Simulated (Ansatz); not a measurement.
# MoS2 (P6_3/mmc): band gap by G0W0 on HSE06

Wanted: the gap of MoS2 (P6_3/mmc) with a many-body correction, and the time that it takes.

Program: Ansatz 0.2.0. Level of theory: HSE06, then G0W0 on it, plane waves, PAW. Results are calculated unless marked as measured.

The database entry behind the starting cell differs from later determinations by our own check (about 0.3 % long), so it need not match the best structure at ambient conditions.

**1. The starting structure**

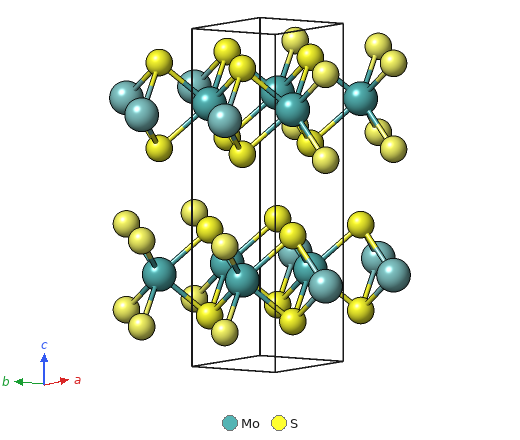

Start, viewed from a free direction; molybdenum teal, sulfur yellow. 2×2×1 cells are drawn. Some periodic images of atoms are drawn too.

The cell and positions come from the Crystallography Open Database and are kept as given unless a step says otherwise. The default PAW set here is soft_2. Its files were made with PBE.

**2. The starting point: HSE06**

HSE06 mixes in a quarter of exact exchange at short range.

This step: DFT, HSE06, plane waves, PAW.

The input, input.yaml:

```yaml
crystal:
  lattice:
    - [3.169, 0.0, 0.0]
    - [-1.5845, 2.7444345046, 0.0]
    - [0.0, 0.0, 12.324]
  atoms:
    - { symbol: Mo, position: [0.3333333333, 0.6666666667, 0.25] }
    - { symbol: Mo, position: [0.6666666667, 0.3333333333, 0.75] }
    - { symbol: S, position: [0.3333333333, 0.6666666667, 0.623] }
    - { symbol: S, position: [0.6666666667, 0.3333333333, 0.123] }
    - { symbol: S, position: [0.3333333333, 0.6666666667, 0.877] }
    - { symbol: S, position: [0.6666666667, 0.3333333333, 0.377] }
kpoints:
  mp_grid: { grid: [6, 6, 2] }
  band_path:
    path:
      - [0.0, 0.0, 0.0]
      - [0.5, 0.0, 0.0]
      - [0.33333333, 0.33333333, 0.0]
      - [0.0, 0.0, 0.5]
      - [0.5, 0.0, 0.5]
      - [0.33333333, 0.33333333, 0.5]
      - [0.1666666667, 0.1666666667, 0.0]
    npoints: 1
hamiltonian:
  xc: hse06
scf:
  occupations: { method: fixed }
  n_extra_bands: 6
output:
  eigenvalues: true
```

Command:

```
ansatz run input.yaml --threads 3 --pin off --max-ram 64512MiB --backend cuda --events-out ev --progress --plain --runs-dir out --devices 1 --max-vram 24GiB  # rebuilt from the run's record
```

Numbers of over 12 decimals in the logs are rounded to 6 here.

The program printed:

```text
scf.n_extra_bands = 6 over 26 filled bands (N_el = 52.0): the run solves 32 bands
GPUs: using 1 of 1 available (devices: 1).
Engine: ansatz 0.2.0, x86_64-unknown-linux-gnu
Pseudopotentials: kind: paw
Pseudopotential: Mo, paw, valence charge 14, recommended cutoff 420 eV (normal), Mo.paw.azcp
Pseudopotential: S, paw, valence charge 6, recommended cutoff 420 eV (normal), S.paw.azcp
Functional definition: HSE06
  parameter a = 0.25
  parameter omega = 0.11/bohr
  exchange = pbe_x - a*pbe_x_sr(omega) + a*exact_x_sr(omega)
  correlation = pbe_c
davidson cushion auto → on  (no smearing: the cushion is to keep the highest requested band from converging to the state above it; pin scf.eigensolver.cushion to override)
device memory: the entry about to start is reckoned to put 1.1 GiB on a device that reports 69.5 GiB free (of which the cap on the GPU budget leaves the run 24.0 GiB)
GPU FFT provider: cuFFT
GPU libraries: cuBLAS 13.8.2, cuFFT 12.4.0, cuSOLVER 12.3.4
Crystal: 6 atoms, lattice volume = 107.183 Å³
Basis set: ecut = 420 eV, 2081 PW (Γ)
Bands: 32, of which v1, the nominal top of the filled ones, is band 26 counted from 1 (25 counted from 0)
Symmetry: 24 space group operations
Space group: P63/mmc (ITA 194), of the structure as read, at distance tolerance 4.8e-5 Å
k-points: 14 of 72
Non-local potential: Mo, projectors of the file, l = 0: 3, l = 1: 2, l = 2: 2, l = 3: 1
Non-local potential: S, projectors of the file, l = 0: 2, l = 1: 2, l = 2: 2
PAW form: soft (Blöchl's): semilocal exchange-correlation on the pseudo side does not see the compensation charge
PAW frozen core: Mo, regenerated for the run's functional, and the local potential with it (the file was generated under x = pbe(κ = 0.804, μ = 0.219515), c = pbe(β = 0.066725))
PAW frozen core: S, regenerated for the run's functional, and the local potential with it (the file was generated under x = pbe(κ = 0.804, μ = 0.219515), c = pbe(β = 0.066725))
PAW one-centre angular grid: Mo, 590 points (default); XC on 64 Gauss nodes
PAW one-centre angular grid: S, 110 points (default); XC on 64 Gauss nodes
Initial density: superposition of atomic densities (neutral atoms: chi_scale 0, normalization atom), corrected by the library's trained network
Initial wavefunctions: pseudopotential atomic-orbital guess
GPU buffer pool allocated for 51840 grid points (all kernels)
GPU transforms: local potential and band sums: pruned to the plane-wave sphere, on 24×24×90
Functional: x = pbe(κ = 0.804, μ = 0.219515), c = pbe(β = 0.066725), warm-up for x = pbe(κ = 0.804, μ = 0.219515) + 0.25 (exact − pbe) at short range (hse, ω = 0.207870 Å⁻¹), c = pbe(β = 0.066725); HSE06 as pw.x's `hse` composes it (authors' and Libxc's form: `xc: wpbeh`)
SCF iter   1: F=—  HF=-13525.523161 eV  |F-HF|=—  |Δ(HF+E_count)|=         —  Δρ=5.56e-3  dr2=8.15e-3  ethr=1.77e-3  ⟨swp⟩=5.7  Hψ=1935  notcnv=0
preconditioner: auto → none  [insulator: Δε(μ)=0.885 eV  Ē_g=7.757 eV  n_scr=26 (ndim 8)  ℏωp=21.5 eV  f_vac=0.016]
SCF iter   2: F=—  HF=-13525.533982 eV  |F-HF|=—  |Δ(HF+E_count)|=   1.08e-2  Δρ=3.09e-3  dr2=7.06e-3  ethr=1.57e-5  ⟨swp⟩=4.1  Hψ=1470  notcnv=0
SCF iter   3: F=—  HF=-13525.540346 eV  |F-HF|=—  |Δ(HF+E_count)|=   6.36e-3  Δρ=3.27e-3  dr2=3.06e-2  ethr=1.36e-5  ⟨swp⟩=4.0  Hψ=1322  notcnv=0  recentre
iter 4 solved again at ethr=6.31e-7 eV; its pass at ethr=1.36e-5 eV (dr2=3.28e-4 eV) is discarded
SCF iter   4: F=—  HF=-13525.536469 eV  |F-HF|=—  |Δ(HF+E_count)|=   3.88e-3  Δρ=1.21e-3  dr2=3.29e-4  ethr=6.31e-7  ⟨swp⟩=3.1  Hψ=2212  notcnv=0  defer=1
SCF iter   5: F=-13525.537263 eV  HF=-13525.537261 eV  |F-HF|=1.35e-6  |Δ(HF+E_count)|=   7.92e-4  Δρ=8.84e-5  dr2=4.74e-6  ethr=6.31e-7  ⟨swp⟩=3.1  Hψ=1289  notcnv=0  defer=1
SCF 1 stopped early in 5 iterations: F = -13525.537263 eV  dr2 = 4.74e-6
  greatest PAW one-centre occupation: 0.998 electrons in one spin orbital (limit 2), on the Mo atom at site 1 (counted from 0), in its partial waves of l = 0
device memory: the entry about to start is reckoned to put 1.7 GiB (of the 1.8 GiB reckoned in all, the device holds 0.1 GiB already) on a device that reports 69.3 GiB free (of which the cap on the GPU budget leaves the run 23.9 GiB)
GPU FFT provider: cuFFT
GPU libraries: cuBLAS 13.8.2, cuFFT 12.4.0, cuSOLVER 12.3.4
Initial density: handed on by an earlier stage of this run
Initial wavefunctions: those handed on with the density
GPU buffer pool allocated for 51840 grid points (all kernels)
GPU transforms: local potential and band sums: pruned to the plane-wave sphere, on 24×24×90
Functional: x = pbe(κ = 0.804, μ = 0.219515) + 0.25 (exact − pbe) at short range (hse, ω = 0.207870 Å⁻¹), c = pbe(β = 0.066725); HSE06 as pw.x's `hse` composes it (authors' and Libxc's form: `xc: wpbeh`)
Exchange kernel: α = 0.2500, screened, ω = 0.2079 Å⁻¹, Wigner–Seitz truncation, v(0) = 1044.3486 eV·Å³, q-mesh 6×6×2, nearest image of the exchange supercell L = 19.01 Å, pair-density grid 15×15×54, without the augmentation charges, whose exchange is taken in its separable form by FFT convolution over the k-point mesh (sized by the pseudopotential files, 20×20×90 at the most), smooth part of the exact exchange by density-matrix convolution in up to 3.02 GiB of GPU memory as planned if the GPU has room (build and FFT work areas not counted)
Frozen-core exchange: fock
SCF iter   1: F=—  HF=-13531.606652 eV  |F-HF|=—  |Δ(HF+E_count)|=         —  Δρ=1.14e-2  dr2=2.79e-1  ethr=9.11e-8  ⟨swp⟩=7.6  Hψ=2684  notcnv=0
preconditioner: auto → none  [insulator: Δε(μ)=1.389 eV  Ē_g=9.213 eV  n_scr=26 (ndim 8)  ℏωp=21.5 eV  f_vac=0.015]
SCF iter   2: F=—  HF=-13531.661526 eV  |F-HF|=—  |Δ(HF+E_count)|=   5.49e-2  Δρ=1.39e-2  dr2=6.86e-1  ethr=9.11e-8  ⟨swp⟩=7.1  Hψ=2612  notcnv=0  recentre
SCF iter   3: F=—  HF=-13531.553464 eV  |F-HF|=—  |Δ(HF+E_count)|=   1.08e-1  Δρ=3.59e-3  dr2=1.97e-2  ethr=9.11e-8  ⟨swp⟩=6.9  Hψ=2446  notcnv=0
SCF iter   4: F=—  HF=-13531.565941 eV  |F-HF|=—  |Δ(HF+E_count)|=   1.25e-2  Δρ=1.93e-3  dr2=5.58e-3  ethr=9.11e-8  ⟨swp⟩=5.0  Hψ=1969  notcnv=0
SCF iter   5: F=—  HF=-13531.564754 eV  |F-HF|=—  |Δ(HF+E_count)|=   1.19e-3  Δρ=5.22e-4  dr2=2.27e-4  ethr=9.11e-8  ⟨swp⟩=4.9  Hψ=1741  notcnv=0
SCF iter   6: F=—  HF=-13531.565517 eV  |F-HF|=—  |Δ(HF+E_count)|=   7.63e-4  Δρ=3.16e-4  dr2=2.66e-4  ethr=9.11e-8  ⟨swp⟩=4.0  Hψ=1536  notcnv=0
SCF iter   7: F=-13531.565468 eV  HF=-13531.565468 eV  |F-HF|=1.03e-7  |Δ(HF+E_count)|=   4.86e-5  Δρ=2.64e-5  dr2=6.67e-6  ethr=9.11e-8  ⟨swp⟩=4.0  Hψ=1263  notcnv=0
SCF 2 stopped early in 7 iterations: F = -13531.565468 eV  dr2 = 6.67e-6
  greatest PAW one-centre occupation: 0.998 electrons in one spin orbital (limit 2), on the Mo atom at site 0 (counted from 0), in its partial waves of l = 0
hybrid outer 1: dexx = +2.094e-2 eV, tail = 2.76e-5 eV
GPU FFT provider: cuFFT
GPU libraries: cuBLAS 13.8.2, cuFFT 12.4.0, cuSOLVER 12.3.4
GPU buffer pool allocated for 51840 grid points (all kernels)
GPU transforms: local potential and band sums: pruned to the plane-wave sphere, on 24×24×90
Exchange kernel: α = 0.2500, screened, ω = 0.2079 Å⁻¹, Wigner–Seitz truncation, v(0) = 1044.3486 eV·Å³, q-mesh 6×6×2, nearest image of the exchange supercell L = 19.01 Å, pair-density grid 15×15×54, without the augmentation charges, whose exchange is taken in its separable form by FFT convolution over the k-point mesh (sized by the pseudopotential files, 20×20×90 at the most), smooth part of the exact exchange by density-matrix convolution in up to 3.02 GiB of GPU memory as planned if the GPU has room (build and FFT work areas not counted)
Frozen-core exchange: fock
SCF iter   1: F=—  HF=-13531.565459 eV  |F-HF|=—  |Δ(HF+E_count)|=         —  Δρ=5.77e-5  dr2=1.43e-6  ethr=2.65e-7  ⟨swp⟩=3.0  Hψ=1121  notcnv=0
preconditioner: auto → none  [insulator: Δε(μ)=1.444 eV  Ē_g=9.104 eV  n_scr=26 (ndim 8)  ℏωp=21.5 eV  f_vac=0.015]
iter 2 solved again at ethr=1.32e-10 eV; its pass at ethr=2.35e-9 eV (dr2=6.86e-8 eV) is discarded
SCF iter   2: F=—  HF=-13531.565459 eV  |F-HF|=—  |Δ(HF+E_count)|=   2.78e-7  Δρ=1.84e-5  dr2=2.78e-7  ethr=1.32e-10  ⟨swp⟩=2.3  Hψ=2242  notcnv=0
SCF iter   3: F=—  HF=-13531.565461 eV  |F-HF|=—  |Δ(HF+E_count)|=   2.17e-6  Δρ=1.14e-5  dr2=1.11e-7  ethr=1.30e-10  ⟨swp⟩=4.3  Hψ=1547  notcnv=0
SCF iter   4: F=-13531.565461 eV  HF=-13531.565461 eV  |F-HF|=2.35e-10  |Δ(HF+E_count)|=   2.73e-8  Δρ=1.23e-6  dr2=3.86e-8  ethr=1.30e-10  ⟨swp⟩=3.0  Hψ=1109  notcnv=0
SCF 3 converged in 4 iterations: F = -13531.565461 eV  dr2 = 3.86e-8
hybrid outer 2: dexx = +3.084e-6 eV, tail = 9.32e-8 eV, Δε = 1.81e-3 eV (about 9.55e-5 eV left of the loop's levels)
device memory: the entry about to start is reckoned to put 0.7 GiB on a device that reports 72.3 GiB free (of which the cap on the GPU budget leaves the run 24.0 GiB)
NSCF: frozen V_eff on 7 k-points
hybrid SCF converged: 2 outer / 11 inner (+5 warm-up), last move |dexx| = 3.08e-6 eV, tail = 9.32e-8 eV
Stability not checked: this state was not tested for a lower state beside it, because the functional holds exact exchange (a hybrid, or Hartree-Fock), whose exchange loop this test does not read (fock_operator; see scf.lower_state_search)
Free energy (F): -13531.565462 eV
Frozen-core exchange: fock
Harris-Foulkes:  -13531.565462 eV  (|F-HF|=2.35e-10)
Internal energy: -13531.565462 eV  (E = F + TS)
E sigma→0 (E₀):  -13531.565462 eV
Fermi energy:    10.522562 eV
--- Per-component energies (eV) ---
  E_band       = -403.129273
  E_kinetic    = 1307.372799
  E_local      = -3905.419470  (includes V_loc(G=0)·N_el)
  E_nonlocal   = 393.997864
  E_hartree    = 1498.472392
  E_xc         = -607.032800
  E_vxc        = -646.391189  (∫ρ·V_xc dr)
  E_exx        = -128.769997  (= α·E_x^exact, valence–valence)
  E_paw        = -8827.718003  (= ΣΔE_a)
  E_vpaw       = -292.095477  (= ΣTr[D̂ρ^β])
  E_aug_tail   = 0.000084  (compensation charges beyond the density's cutoff)
  E_ewald      = -3261.216446
  E_core_change = -1.251883  (= ΣΔE_core)
  E_smearing   = -0.000000  (= −TS)
  E_closure    = -0.000000  (closes the sum)
  Σ components = -13531.565462   (vs F -13531.565462, Δ=3.64e-12)
--- Band table (eV; the first three rows and the last of 14) ---
  k-point 0: bands = [... 22 lower, 8.1940, 9.1050, 9.2723, 10.5226, 13.3442, 13.3442, 13.3757, 13.3757, ... 2 higher]
  k-point 1: bands = [... 22 lower, 8.1667, 8.1667, 10.2136, 10.2136, 13.3482, 13.3482, 13.3482, 13.3482, ... 2 higher]
  k-point 2: bands = [... 22 lower, 8.2016, 9.1362, 9.2062, 9.6785, 12.6441, 13.0246, 13.1090, 13.2419, ... 2 higher]
  k-point 13: bands = [... 22 lower, 7.2389, 7.2389, 9.8266, 9.8266, 12.0384, 12.0384, 13.5906, 13.5906, ... 2 higher]
```

Run time: 31 s. Hardware: 1 × NVIDIA H100 80GB HBM3 (shared by 3 runs) with 3 threads of AMD EPYC 7R13 (Zen 3), shared host; peak memory 1.3 GiB.

Reading the cycles: dr2 is the Hartree energy of the density residual (eV), the measure of convergence; HF is the Harris–Foulkes estimate of the energy, which meets the free energy F at convergence.

This step gave:

| Item | Value |
| --- | --- |
| gap | 1.444 eV |
| valence top at | Γ |
| conduction bottom at | k = (0.167, 0.167, 0.000) |
| least direct gap | 2.116 eV |
| exact-exchange fraction | 0.25 |

Over mesh and listed points the gap is 1.444 eV, from k = Γ to k = (0.167, 0.167, 0.000). The least direct gap found is 2.116 eV, at k = (0.333, 0.333, 0.000).

(Part 1 of 2 ends here.)

[Paths, hosts, dates, memory and timing lines, banners, echoed tables and standing remarks are left out of the program output.]

[Logs are printed without paths, hosts, clocks, repeated set-up lines and the standing remarks that a program may print on its own settings, such as how far it seeks lower states.]

[Runs of the session that timed out or met a known fault of the program may be left out.]

[Cells called generated may have been cut or substituted from an entry of the Crystallography Open Database or the Materials Project.]

[Hosts, paths, dates, database ids (printed as entryN), source tags and the programs' standing remarks are cut or masked in the printed files.]

[Where an RPA ε∞ is given, it is that of the G0W0 mesh and is not shown converged in it. Names of k-points follow the symmetry that the program found, which can be lower than the space group named. Band edges on a path are those of the sampled points; other points can move an edge, and change direct to indirect where valleys lie close.]

[Hybrid gaps are those of their k-mesh and are not shown converged in it.]
